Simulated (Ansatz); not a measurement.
## CH₅F₃Ge: geometry relaxation (part 1 of 2)

The run: geometry relaxation of CH₅F₃Ge. Method and program: RKS B3LYP/def2-SVP (Ansatz 0.2.0).

It belongs to a series of runs on one base structure; here: end point A relaxed. Figures and captions count atoms from 1; the log counts them from 0 in places.

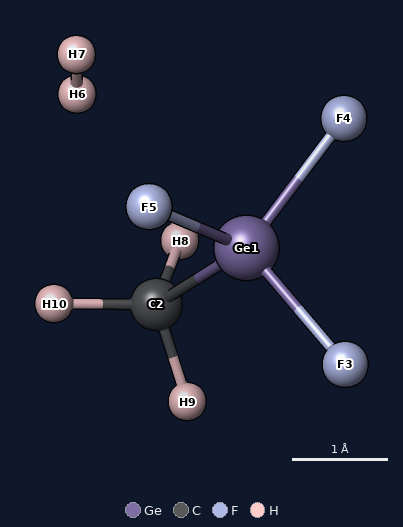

*The starting structure (ball-and-stick view, seen at a tilt; atoms are numbered from 1 in the order of the input). Sticks mark near contacts.*

Bond lengths as drawn: C–Ge 1.95 Å, C–H 1.10 Å, F–Ge 1.73 Å and H–H 0.70 Å.

Input file:
```yaml
crystal:
  periodic: [false, false, false]
  atoms:
    - { symbol: Ge, position_ang: [-0.963784, 0.368778, 0.084092] }
    - { symbol: C, position_ang: [0.412053, -0.633859, -0.8645] }
    - { symbol: F, position_ang: [-2.442473, 0.445407, -0.806015] }
    - { symbol: F, position_ang: [-1.398259, -0.30449, 1.611938] }
    - { symbol: F, position_ang: [-0.553958, 2.015527, 0.402695] }
    - { symbol: H, position_ang: [1.555582, 0.026846, 1.118926] }
    - { symbol: H, position_ang: [1.414866, 0.53849, 1.577318] }
    - { symbol: H, position_ang: [0.732494, -1.476954, -0.239343] }
    - { symbol: H, position_ang: [-0.013653, -1.010783, -1.804988] }
    - { symbol: H, position_ang: [1.257233, 0.030938, -1.080222] }
basis:
  gaussian: { orbitals: def2-SVP }
hamiltonian:
  xc: b3lyp
relax:
  f_tol: 0.03
  max_steps: 50
```

Command:
```bash
ansatz run input.yaml --threads 2 --pin off --max-ram 3072MiB --backend cpu --events-out ev --progress --plain --runs-dir out
```

The program's output:
```
The last accepted step is kept in [file] (removed where the run ends without a failure and the disk answers)
Engine: ansatz 0.2.0, x86_64-unknown-linux-gnu
Functional definition: B3LYP
  parameter a0 = 0.2
  parameter ax = 0.72
  parameter ac = 0.81
  exchange = (1 - a0 - ax)*slater_x + ax*b88_x + a0*exact_x
  correlation = (1 - ac)*vwn_rpa_c + ac*lyp_c
1182 factors; integrals over basis functions are off by at most 2.9e-4 eV
mean field evaluation 1: about -65768.4759 eV, gradient 6.8e1 eV
mean field evaluation 2: about -65760.3629 eV, gradient 1.0e2 eV
mean field evaluation 4: about -65776.6987 eV, gradient 2.9e0 eV
mean field evaluation 8: about -65776.7364 eV, gradient 2.4e-2 eV
mean field -65776.73643578 eV, -2417.2504789417 hartree, gradient 6.5e-5 eV, S^2 0.000000; 0 other end points of the search recorded, 0 dependent functions left out
the calculation of the forces begins
reference -65776.73666251 eV, -2417.2504872737 hartree; 35, 35 occupied and 78, 78 virtual orbitals, 1182 factors
relax step   1: F+E_penalty+E_count = -65776.73643578 eV  Δ(F+E_penalty+E_count) = +0.000e0 eV  max|allowed force component| = 1.812e0 eV/Å  Δτ_max = 0.0000 Å  (24 SCF iters, accepted)
these checks for a lower state are left out or cut short: starts, cluster_reference, orbital_swaps, neighbouring_geometries, increment
1182 factors; integrals over basis functions are off by at most 2.9e-4 eV
mean field evaluation 16: about -65776.8642 eV, gradient 2.2e-2 eV
mean field -65776.88230414 eV, -2417.2558395051 hartree, gradient 1.1e-5 eV, S^2 0.000000; 0 other end points of the search recorded, 0 dependent functions left out
[... from here on the field's lines of each further geometry are left out, up to the last ...]
relax step   2: F+E_penalty+E_count = -65776.88230414 eV  Δ(F+E_penalty+E_count) = -1.459e-1 eV  max|allowed force component| = 1.814e-1 eV/Å  Δτ_max = 0.1913 Å  (28 SCF iters, accepted)
relax step   3: F+E_penalty+E_count = -65776.91446633 eV  Δ(F+E_penalty+E_count) = -3.216e-2 eV  max|allowed force component| = 5.934e-1 eV/Å  Δτ_max = 0.1950 Å  (29 SCF iters, accepted)
relax step   4: F+E_penalty+E_count = -65776.94771625 eV  Δ(F+E_penalty+E_count) = -3.325e-2 eV  max|allowed force component| = 8.288e-2 eV/Å  Δτ_max = 0.2000 Å  (29 SCF iters, accepted)
relax step   5: F+E_penalty+E_count = -65776.95758837 eV  Δ(F+E_penalty+E_count) = -9.872e-3 eV  max|allowed force component| = 1.976e-1 eV/Å  Δτ_max = 0.1181 Å  (28 SCF iters, accepted)
relax step   6: F+E_penalty+E_count = -65776.96144828 eV  Δ(F+E_penalty+E_count) = -3.860e-3 eV  max|allowed force component| = 5.444e-1 eV/Å  Δτ_max = 0.1316 Å  (28 SCF iters, accepted)
relax step   7: F+E_penalty+E_count = -65776.97204269 eV  Δ(F+E_penalty+E_count) = -1.059e-2 eV  max|allowed force component| = 1.710e-1 eV/Å  Δτ_max = 0.1653 Å  (29 SCF iters, accepted)
relax step   8: F+E_penalty+E_count = -65776.95984295 eV  Δ(F+E_penalty+E_count) = +1.220e-2 eV  max|allowed force component| = 3.772e-1 eV/Å  Δτ_max = 0.0475 Å  (29 SCF iters, rejected (line search))
relax step   9: F+E_penalty+E_count = -65776.97458966 eV  Δ(F+E_penalty+E_count) = -2.547e-3 eV  max|allowed force component| = 2.847e-2 eV/Å  Δτ_max = 0.0237 Å  (28 SCF iters, accepted)
relax step  10: F+E_penalty+E_count = -65776.97752628 eV  Δ(F+E_penalty+E_count) = -2.937e-3 eV  max|allowed force component| = 2.881e-2 eV/Å  Δτ_max = 0.0976 Å  (27 SCF iters, accepted)
relax step  11: F+E_penalty+E_count = -65776.97823334 eV  Δ(F+E_penalty+E_count) = -7.071e-4 eV  max|allowed force component| = 2.878e-1 eV/Å  Δτ_max = 0.1452 Å  (28 SCF iters, accepted)
relax step  12: F+E_penalty+E_count = -65776.98215144 eV  Δ(F+E_penalty+E_count) = -3.918e-3 eV  max|allowed force component| = 7.924e-2 eV/Å  Δτ_max = 0.0958 Å  (28 SCF iters, accepted)
relax step  13: F+E_penalty+E_count = -65776.98394223 eV  Δ(F+E_penalty+E_count) = -1.791e-3 eV  max|allowed force component| = 1.218e-1 eV/Å  Δτ_max = 0.1348 Å  (28 SCF iters, accepted)
relax step  14: F+E_penalty+E_count = -65776.98561898 eV  Δ(F+E_penalty+E_count) = -1.677e-3 eV  max|allowed force component| = 1.011e-1 eV/Å  Δτ_max = 0.0975 Å  (28 SCF iters, accepted)
relax step  15: F+E_penalty+E_count = -65776.98708363 eV  Δ(F+E_penalty+E_count) = -1.465e-3 eV  max|allowed force component| = 1.011e-1 eV/Å  Δτ_max = 0.1097 Å  (28 SCF iters, accepted)
relax step  16: F+E_penalty+E_count = -65776.98762845 eV  Δ(F+E_penalty+E_count) = -5.448e-4 eV  max|allowed force component| = 1.720e-1 eV/Å  Δτ_max = 0.0859 Å  (28 SCF iters, accepted)
relax step  17: F+E_penalty+E_count = -65776.98869679 eV  Δ(F+E_penalty+E_count) = -1.068e-3 eV  max|allowed force component| = 7.384e-2 eV/Å  Δτ_max = 0.0226 Å  (28 SCF iters, accepted)
relax step  18: F+E_penalty+E_count = -65776.98985750 eV  Δ(F+E_penalty+E_count) = -1.161e-3 eV  max|allowed force component| = 2.891e-2 eV/Å  Δτ_max = 0.0544 Å  (29 SCF iters, accepted)
relax step  19: F+E_penalty+E_count = -65776.99090032 eV  Δ(F+E_penalty+E_count) = -1.043e-3 eV  max|allowed force component| = 3.071e-2 eV/Å  Δτ_max = 0.0810 Å  (27 SCF iters, accepted)
relax step  20: F+E_penalty+E_count = -65776.98880149 eV  Δ(F+E_penalty+E_count) = +2.099e-3 eV  max|allowed force component| = 2.934e-1 eV/Å  Δτ_max = 0.1512 Å  (27 SCF iters, rejected (line search))
relax step  21: F+E_penalty+E_count = -65776.99165698 eV  Δ(F+E_penalty+E_count) = -7.567e-4 eV  max|allowed force component| = 1.235e-1 eV/Å  Δτ_max = 0.0747 Å  (27 SCF iters, accepted)
relax step  22: F+E_penalty+E_count = -65776.99210149 eV  Δ(F+E_penalty+E_count) = -4.445e-4 eV  max|allowed force component| = 1.283e-1 eV/Å  Δτ_max = 0.0750 Å  (27 SCF iters, accepted)
relax step  23: F+E_penalty+E_count = -65776.99290778 eV  Δ(F+E_penalty+E_count) = -8.063e-4 eV  max|allowed force component| = 3.832e-2 eV/Å  Δτ_max = 0.0167 Å  (23 SCF iters, accepted)
the calculation of the forces begins
reference -65776.99362774 eV, -2417.2599305719 hartree; 35, 35 occupied and 78, 78 virtual orbitals, 1182 factors
relax step  24: F+E_penalty+E_count = -65776.99337209 eV  Δ(F+E_penalty+E_count) = -4.643e-4 eV  max|allowed force component| = 1.434e-2 eV/Å  Δτ_max = 0.0257 Å  (27 SCF iters, accepted)
```

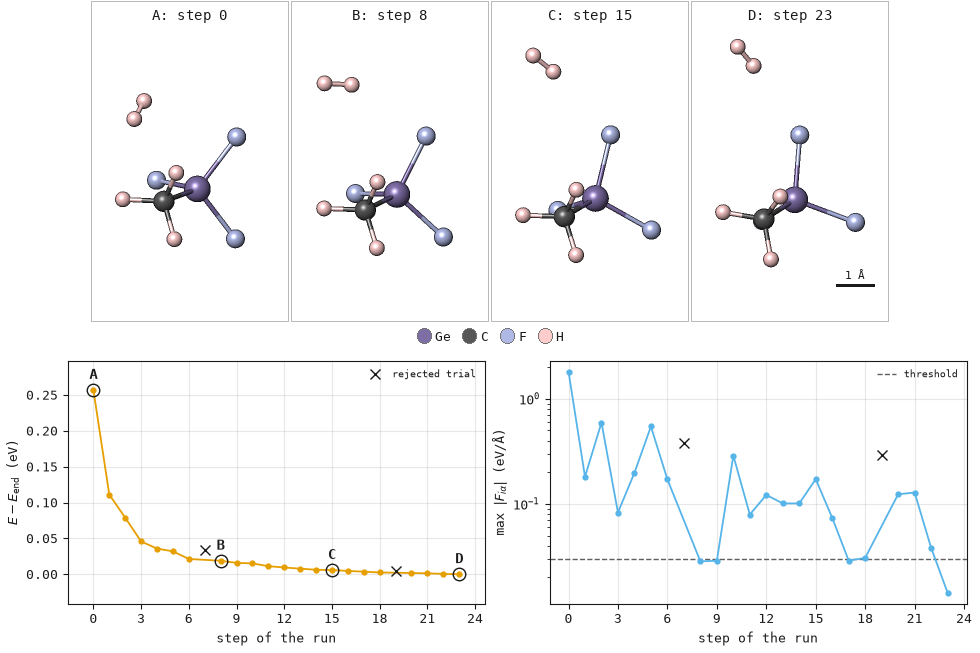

*Frames of the relaxation (ball-and-stick view, seen at a tilt) above the curves, on which the letters mark them (the first geometry is step 0 here and step 1 in the log).*

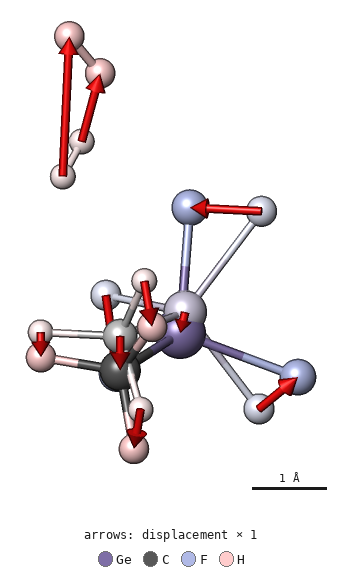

*Start (faint) and end (solid) with the displacements as red arrows, at true length (ball-and-stick view, seen at a tilt). The two geometries are laid on each other by the best rigid fit.*

The largest move after the best rigid fit is that of H6, 1.92 Å. By element the largest moves are H 1.92 Å, F 1.08 Å, C 0.47 Å, Ge 0.30 Å. Among the contacts that change: H6–H7 0.701 → 0.761 Å, Ge1–C2 1.949 → 1.925 Å. After 23 geometry steps the energy has fallen by 0.257 eV. The largest force component goes from 1.8 to 0.014 eV/Å. The line search rejected the trial steps at points 7, 19 (counted from 0) and went back. (Atoms are counted from 1 in the order of the input.)

```
1182 factors; integrals over basis functions are off by at most 1.5e-3 eV
mean field -65776.99337209 eV, -2417.2599211770 hartree, gradient 1.1e-5 eV, S^2 0.000000; 1 other end points of the search recorded, 0 dependent functions left out
the calculation of the forces begins
reference -65776.99362774 eV, -2417.2599305719 hartree; 35, 35 occupied and 78, 78 virtual orbitals, 1182 factors
Total energy: -65776.99362774 eV, -2417.2599305719 hartree
Atom 0 at    -1.112665     0.151208    -0.045838 Å, force    -0.014342     0.008439     0.011564 eV/Å
Atom 1 at     0.108839    -0.876733    -1.121821 Å, force     0.000075     0.000597     0.004188 eV/Å
Atom 2 at    -2.176769     1.144359    -0.973167 Å, force     0.004317    -0.000796    -0.004334 eV/Å
Atom 3 at    -2.136886    -0.817138     0.949988 Å, force     0.001750    -0.004476    -0.004530 eV/Å
Atom 4 at    -0.316614     1.235686     1.042903 Å, force     0.005749    -0.003515    -0.002152 eV/Å
Atom 5 at     2.672535     1.146987     2.168865 Å, force    -0.000017    -0.000039    -0.000598 eV/Å
Atom 6 at     1.947704     1.222963     1.948867 Å, force     0.000099     0.000176     0.000484 eV/Å
Atom 7 at     0.563333    -1.662088    -0.502027 Å, force     0.002670     0.001820     0.000498 eV/Å
Atom 8 at    -0.441536    -1.333374    -1.956158 Å, force     0.000834    -0.000600    -0.000366 eV/Å
Atom 9 at     0.892161    -0.211970    -1.511710 Å, force    -0.001137    -0.001607    -0.004754 eV/Å
Dipole moment:     0.441454    -0.424642    -0.457816 e Å
```

Trajectory as extended XYZ (Å, eV, eV/Å), 24 frames, from step=1 to step=24:
```
10
Properties=species:S:1:pos:R:3:forces:R:3 step=1 energy=-65776.73644
Ge   -0.9638    0.3688    0.0841    0.1505  -0.1599  -0.2255
C     0.4121   -0.6339   -0.8645   -0.4233   0.0619  -0.1445
F    -2.4425    0.4454   -0.8060   -0.0003  -0.0019  -0.0021
F    -1.3983   -0.3045    1.6119   -0.0136  -0.0195   0.0127
F    -0.5540    2.0155    0.4027    0.0052   0.0061  -0.0044
H     1.5556    0.0268    1.1189    0.6778  -1.6928  -1.2935
H     1.4149    0.5385    1.5773   -0.4021   1.8119   1.6693
H     0.7325   -1.4770   -0.2393    0.0080  -0.0092  -0.0041
H    -0.0137   -1.0108   -1.8050   -0.0139  -0.0054  -0.0073
H     1.2572    0.0309   -1.0802    0.0116   0.0087  -0.0006
10
Properties=species:S:1:pos:R:3:forces:R:3 step=2 energy=-65776.88230
Ge   -0.9787    0.3576    0.0561    0.0344  -0.0926  -0.1302
C     0.3751   -0.6440   -0.9053   -0.1463   0.0678   0.0313
F    -2.4655    0.4480   -0.8180   -0.0218   0.0057  -0.0080
F    -1.4016   -0.3169    1.5877    0.0008  -0.0151  -0.0094
F    -0.5550    2.0000    0.3824    0.0198  -0.0112  -0.0060
H     1.6891    0.0247    1.2559    0.0991   0.0588   0.1814
H     1.4597    0.6142    1.6763    0.0553   0.0067   0.0135
H     0.7014   -1.4835   -0.2764   -0.0003  -0.0111  -0.0279
H    -0.0473   -1.0219   -1.8453   -0.0423   0.0027  -0.0219
H     1.2230    0.0217   -1.1134    0.0011  -0.0117  -0.0227
10
Properties=species:S:1:pos:R:3:forces:R:3 step=3 energy=-65776.91447
Ge   -0.9961    0.3491    0.0352    0.0099  -0.0813  -0.0941
C     0.3498   -0.6510   -0.9322   -0.0791   0.0612   0.0643
F    -2.4871    0.4539   -0.8303   -0.0148   0.0061  -0.0059
F    -1.4134   -0.3313    1.5659    0.0033  -0.0116  -0.0117
F    -0.5586    1.9864    0.3702    0.0316  -0.0100   0.0037
H     1.8159    0.0283    1.4041   -0.2417   0.5934   0.3637
H     1.4907    0.6693    1.7078    0.3273  -0.5447  -0.2588
H     0.6770   -1.4942   -0.3086   -0.0015  -0.0039  -0.0209
H    -0.0781   -1.0227   -1.8720   -0.0354   0.0005  -0.0247
H     1.2000    0.0122   -1.1401    0.0005  -0.0096  -0.0155
10
Properties=species:S:1:pos:R:3:forces:R:3 step=4 energy=-65776.94772
Ge   -1.0159    0.3203    0.0121    0.0285   0.0762   0.0141
C     0.3127   -0.6786   -0.9681   -0.0400  -0.0051   0.0150
F    -2.4966    0.5107   -0.8584    0.0327   0.0080   0.0184
F    -1.4647   -0.4043    1.5138   -0.0047   0.0022  -0.0248
F    -0.5068    1.9260    0.4122   -0.0459  -0.0822  -0.0141
H     1.9098    0.1347    1.5450    0.0053   0.0572   0.0829
H     1.5851    0.7812    1.7842    0.0309  -0.0408  -0.0491
H     0.6403   -1.5285   -0.3537   -0.0099  -0.0131  -0.0248
H    -0.1322   -1.0376   -1.9060    0.0119  -0.0166  -0.0058
H     1.1683   -0.0241   -1.1811   -0.0089   0.0142  -0.0117
10
Properties=species:S:1:pos:R:3:forces:R:3 step=5 energy=-65776.95759
Ge   -1.0145    0.3107    0.0108   -0.0433   0.0215  -0.0010
C     0.2978   -0.6929   -0.9831    0.0052  -0.0119  -0.0056
F    -2.4859    0.5506   -0.8628    0.0276   0.0090   0.0109
F    -1.4888   -0.4416    1.4907    0.0043   0.0049  -0.0142
F    -0.4829    1.8973    0.4512   -0.0113  -0.0479  -0.0019
H     1.9607    0.1854    1.6388    0.1254  -0.1812   0.0150
H     1.5846    0.8295    1.7515   -0.1007   0.1976   0.0053
H     0.6258   -1.5481   -0.3765    0.0063   0.0014   0.0002
H    -0.1506   -1.0508   -1.9197   -0.0153   0.0108  -0.0029
H     1.1539   -0.0402   -1.2010    0.0017  -0.0040  -0.0057
10
Properties=species:S:1:pos:R:3:forces:R:3 step=6 energy=-65776.96145
Ge   -1.0245    0.2942    0.0085   -0.0768   0.0759   0.0472
C     0.2824   -0.7071   -0.9919    0.0139  -0.0286  -0.0355
F    -2.4785    0.5947   -0.8794    0.0871  -0.0009   0.0504
F    -1.5351   -0.4918    1.4601    0.0101   0.0319  -0.0518
F    -0.4582    1.8558    0.5040   -0.0424  -0.1039  -0.0259
H     2.0184    0.2350    1.7462   -0.3118   0.5444  -0.0252
H     1.6161    0.8995    1.6823    0.3272  -0.5292   0.0404
H     0.6028   -1.5728   -0.3957   -0.0035   0.0061  -0.0038
H    -0.1685   -1.0478   -1.9344    0.0022   0.0052   0.0095
H     1.1452   -0.0598   -1.1999   -0.0060  -0.0010  -0.0052
```
